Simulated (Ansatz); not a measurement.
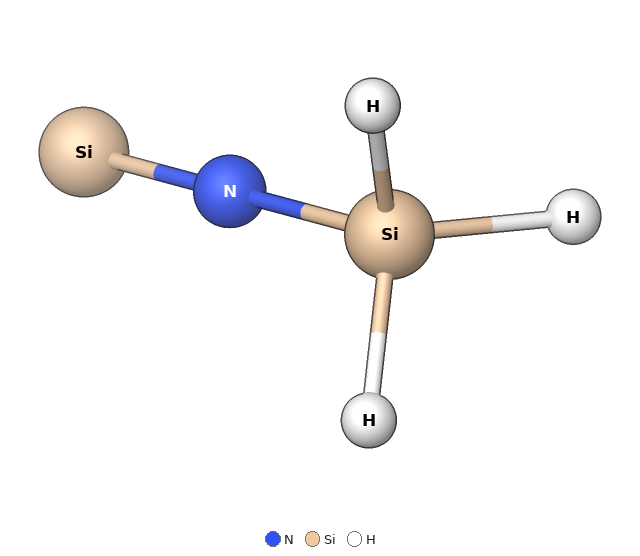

Starting geometry of the run.

Ansatz 0.2.0 input:

```yaml
crystal:
  periodic: [false, false, false]
  atoms:
    - {symbol: N, position_ang: [0.474915, -0.906813, 0.502193]}
    - {symbol: Si, position_ang: [1.125253, -2.148440, 1.189847]}
    - {symbol: Si, position_ang: [-0.236994, 0.452488, -0.250597]}
    - {symbol: H, position_ang: [-1.466804, 0.056234, -0.988102]}
    - {symbol: H, position_ang: [0.710919, 1.070204, -1.216648]}
    - {symbol: H, position_ang: [-0.607296, 1.476325, 0.763307]}
basis:
  gaussian: {orbitals: def2-TZVPP}
hamiltonian: {xc: pbe, dispersion: d4}
```

It was started with:

```sh
ansatz run in.yaml --threads 2 --pin off --events-out ev --progress --plain --max-ram 4352MiB
```

Result:

```
Functional definition: PBE
  name "PBE"
  cite "Perdew, Burke & Ernzerhof, Phys. Rev. Lett. 77, 3865 (1996) doi:10.1103/PhysRevLett.77.3865"
  parent pbe
  parameter kappa = 0.804
  parameter beta = 0.06672455060314922
  exchange = pbe_x(kappa = kappa, mu = beta*pi^2/3)
  correlation = pbe_c(beta = beta)
908 factors; their error is unknown
mean field evaluation 1: about -17269.5850 eV, gradient 8.6e1 eV
mean field evaluation 2: about -17147.4719 eV, gradient 1.8e2 eV
mean field evaluation 4: about -17284.6970 eV, gradient 1.4e1 eV
mean field evaluation 8: about -17285.2240 eV, gradient 6.8e-2 eV
mean field evaluation 16: about -17285.1928 eV, gradient 4.9e-5 eV
mean field -17285.19279085 eV, -635.2191187393 hartree, gradient 4.9e-5 eV, S^2 0.000000; 0 other end points of the search recorded, 0 dependent functions left out
reference -17285.19282809 eV, -635.2191201077 hartree; 19, 19 occupied and 138, 138 virtual orbitals, 908 factors
Total energy: -17285.32814809 eV, -635.2240930262 hartree
```
